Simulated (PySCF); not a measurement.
```xyz
16
charge 0, multiplicity 1
C     2.5784   -0.1258    0.2307
C     1.2798   -0.4957   -0.4699
C     0.3033    0.6639   -0.5375
S    -1.2661    0.2767   -1.3772
S    -2.1283   -1.0943   -0.1045
C    -3.0079   -0.0264    1.0657
H     2.3970    0.1996    1.2677
H     3.2680   -0.9823    0.2687
H     3.0981    0.6962   -0.2874
H     0.7893   -1.3308    0.0576
H     1.4807   -0.8525   -1.4937
H     0.7149    1.5015   -1.1278
H     0.0804    1.0628    0.4659
H    -3.7417    0.6016    0.5425
H    -3.5338   -0.6984    1.7610
H    -2.3119    0.6029    1.6380
```

What structure does this define?

Formula C4H10S2. As SMILES it reads `CCCSSC`. It has no ring. This geometry has C1 symmetry. Coordination: 4 C tetrahedral; 2 S bent.

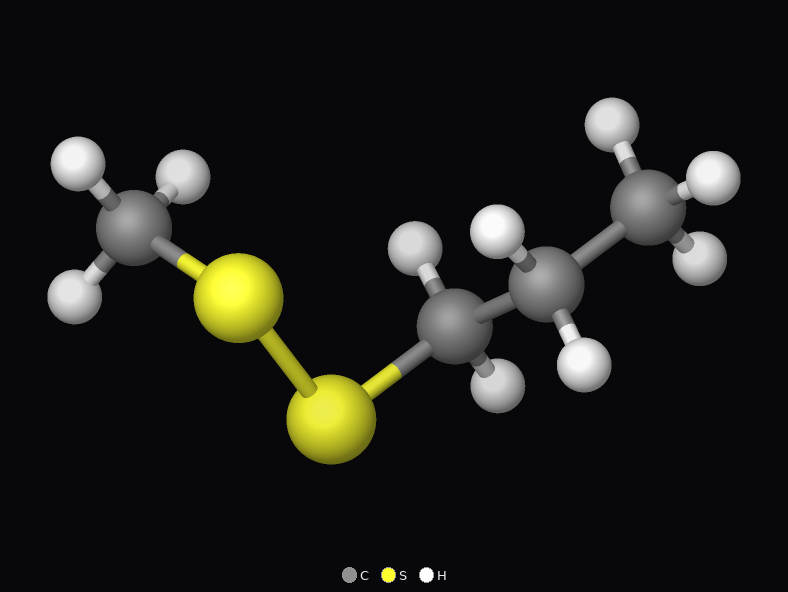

Simulated data, not a measurement (program: PySCF).
